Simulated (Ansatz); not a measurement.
**C2H6ClFSi: a changed input and its effect**

System: C2H6ClFSi.
Method of run A: RKS SPW92 (LDA)/def2-TZVPP (Ansatz 0.2.0).

The geometry comes from this level: PBE0-D4/def2-TZVP. Text and figures count atoms from 1; the logs count them from 0 in places.

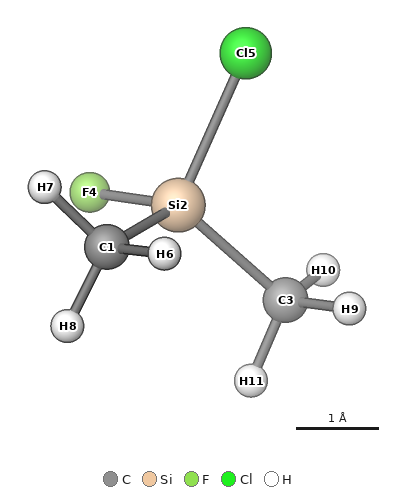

Fig. 1: The input geometry (ball-and-stick view, seen at a tilt; atoms are numbered from 1 in the order of the input).

### Input file, run A
```yaml
crystal:
  periodic: [false, false, false]
  atoms:
    - {symbol: C, position_ang: [-1.542887, 0.284103, 0.276294]}
    - {symbol: Si, position_ang: [0.123270, 0.337629, -0.519583]}
    - {symbol: C, position_ang: [1.396771, -0.752666, 0.256186]}
    - {symbol: F, position_ang: [-0.035570, -0.082963, -2.053337]}
    - {symbol: Cl, position_ang: [0.807111, 2.276389, -0.514495]}
    - {symbol: H, position_ang: [-1.481749, 0.601645, 1.319629]}
    - {symbol: H, position_ang: [-2.237483, 0.947615, -0.242759]}
    - {symbol: H, position_ang: [-1.947636, -0.730923, 0.247269]}
    - {symbol: H, position_ang: [1.561571, -0.471028, 1.298606]}
    - {symbol: H, position_ang: [2.347350, -0.669973, -0.274560]}
    - {symbol: H, position_ang: [1.074551, -1.796830, 0.227248]}
basis:
  gaussian: {orbitals: def2-TZVPP}
hamiltonian: {xc: lda}
output: {orbitals: {seedname: orbitals}}
```

Launched with:
```bash
ansatz run in.yaml --threads 4 --pin off --events-out ev --progress --plain --max-ram 10444MiB
```

Hardware: 4 threads of Arm Neoverse V2, 23 GiB of memory available, shared host.

### Output (run A)
```
Functional definition: SPW92
  exchange = slater_x
  correlation = pw_c
1452 factors; their error is unknown
mean field evaluation 1: about -25168.3440 eV, gradient 9.2e1 eV
mean field evaluation 2: about -25144.6805 eV, gradient 1.3e2 eV
mean field evaluation 4: about -25185.8338 eV, gradient 1.2e1 eV
mean field evaluation 8: about -25186.0910 eV, gradient 2.8e-1 eV
mean field evaluation 16: about -25186.0540 eV, gradient 2.4e-4 eV
mean field -25186.05400134 eV, -925.5704128286 hartree, gradient 6.6e-5 eV, S^2 0.000000; 0 other end points of the search recorded, 0 dependent functions left out
reference -25186.05404052 eV, -925.5704142686 hartree; 29, 29 occupied and 232, 232 virtual orbitals, 1452 factors
Total energy: -25186.05404052 eV, -925.5704142686 hartree
```

For run B the input was changed thus:
```diff
-hamiltonian: {xc: lda}
+hamiltonian: {xc: pbe0, dispersion: d4}
```

How does run B compare with run A?

The total energies belong to different models, so their difference says nothing on which is more stable or more accurate. The HOMO goes from −7.46 to −8.71 eV. The LUMO goes from 0.02 to 0.95 eV.

### Output (run B)
```
Functional definition: PBE0
  parameter a = 0.25
  parameter kappa = 0.804
  parameter beta = 0.06672455060314922
  exchange = (1 - a)*pbe_x(kappa = kappa, mu = beta*pi^2/3) + a*exact_x
  correlation = pbe_c(beta = beta)
1486 factors; their error is unknown
mean field evaluation 1: about -25273.4706 eV, gradient 7.0e1 eV
mean field evaluation 2: about -25271.1026 eV, gradient 7.4e1 eV
mean field evaluation 4: about -25283.3603 eV, gradient 3.4e0 eV
mean field evaluation 8: about -25283.3729 eV, gradient 5.0e-2 eV
mean field evaluation 16: about -25283.4239 eV, gradient 2.5e-5 eV
mean field -25283.42394973 eV, -929.1486924322 hartree, gradient 2.5e-5 eV, S^2 0.000000; 0 other end points of the search recorded, 0 dependent functions left out
reference -25283.42398080 eV, -929.1486935740 hartree; 29, 29 occupied and 232, 232 virtual orbitals, 1486 factors
Total energy: -25283.63866483 eV, -929.1565830667 hartree
```

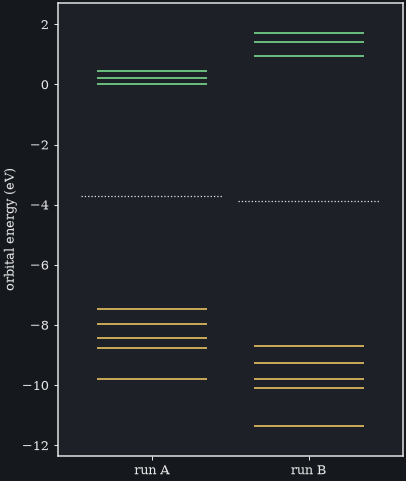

Fig. 2: The five highest filled and three lowest empty orbital energies of the two runs; the dotted lines part filled from empty levels. The HOMO–LUMO gap is 7.48 eV in run A and 9.66 eV in run B.

### The two runs side by side

| quantity | run A | run B |
| --- | --- | --- |
| outcome | converged | converged |
| total energy (hartree) | −925.570414 | −929.156583 |
| HOMO (eV) | −7.46 | −8.71 |
| LUMO (eV) | 0.02 | 0.95 |
| basis functions | 261 | 261 |
| wall time (shared host) | 1.2 s | 3.1 s |
